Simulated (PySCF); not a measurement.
# C3H8F2Ge: electronic excitations

What electronic excitations should C3H8F2Ge (`FC[C@H](F)[CH2][GeH3]`) show?

Computed with PySCF 2.14.0, with density-fitted response routines of our own, on a single molecule in the gas phase. Atoms are numbered from 0 throughout.

**1. The starting structure**

14 atoms, charge 0, multiplicity 1; geometry from: GFN2-xTB.

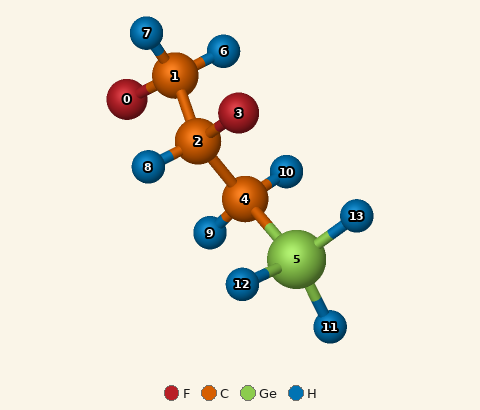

As it starts; fluorine red, carbon orange, germanium green, hydrogen blue, atoms numbered.

**2. Excited states and response: CAM-B3LYP/def2-SVPD**

The job: settings as JSON, then the geometry in Å.

```
{"job": {"kind": "uv", "xc": "CAM-B3LYP", "basis": "def2-SVPD", "nstates": 8, "ntriplets": 3}, "charge": 0, "multiplicity": 1}
F      2.441233     0.340874    -1.313693
C      2.033011     0.414420    -0.009296
C      0.517350     0.595626     0.039443
F      0.172707     0.844161     1.362222
C     -0.272667    -0.603972    -0.438472
Ge    -2.120750    -0.448629     0.249928
H      2.336344    -0.515053     0.483700
H      2.541394     1.270071     0.447599
H      0.233869     1.497609    -0.516419
H     -0.239942    -0.647591    -1.525834
H      0.178400    -1.521704    -0.057474
H     -3.003030    -1.440779    -0.438327
H     -2.653253     0.919810    -0.020047
H     -2.165343    -0.705315     1.714505
```

Method: TDDFT CAM-B3LYP/def2-SVPD, vertical, gas phase, core orbitals frozen in the response.

Started as:

```
> OMP_NUM_THREADS=1 python probes_run.py task.json out
```

This one command runs all jobs of the session in turn.

What will the session give for the following? lowest singlet (CAM-B3LYP/def2-SVPD); brightest single state of those computed; lowest triplet; surface potential, least and greatest. Wanted: lowest singlet; brightest single state of those computed; lowest triplet; surface potential, least and greatest.

As calculated:

| quantity | value |
| --- | --- |
| lowest singlet (CAM-B3LYP/def2-SVPD) | 8.28 eV (150 nm), f = 0.010 |
| brightest single state of those computed | state 2, 8.54 eV, f = 0.259 |
| lowest triplet | 7.88 eV |
| surface potential, least and greatest | -0.82 V and 1.05 V |

The first singlet state (HOMO→LUMO 0.82) lies at 8.28 eV and is weak; of the 8 states computed, the strongest absorption comes from state 2 at 8.54 eV. The lowest triplet lies 0.40 eV below the lowest singlet (triplets in Tamm-Dancoff, singlets in full TDDFT).
